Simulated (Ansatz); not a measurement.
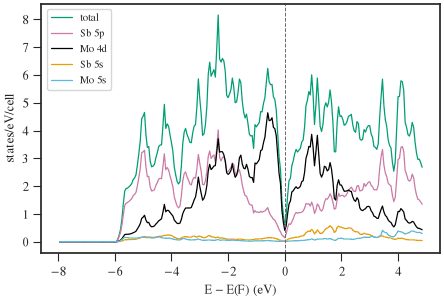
Fig. 1. Total and projected density of states of Sb2Mo in space group Cmc2_1 (No. 36; Mo on 4a, Sb on 4a, Sb on 4a), DFT-PBE in the program Ansatz with PAW potentials

Problem. Which orbitals carry the states next to the Fermi level?

Solution. Within 0.5 eV of the Fermi level: Mo 4d 72 %, Sb 5p 21 %. Projections are on Löwdin-orthogonalised atomic valence shells; empty p or d shells of many metals are not among them.

Problem. Where is the tallest occupied peak in this window, and what makes it?

Solution. Near -2.3 eV, about 8.2 states/eV per cell; the largest projected share is Sb 5p.

The start of the workflow was typed in or built on a structure type; neither database checked (COD, Materials Project) lists it. Its standing as an ambient phase is unchecked. The cell was relaxed with PBE under the symmetry of its start; its stability against distortions is not shown here. The run is not spin-polarised. Spin–orbit coupling is left out wherever it is not named.

Potentials: the later of the program's two PAW sets.
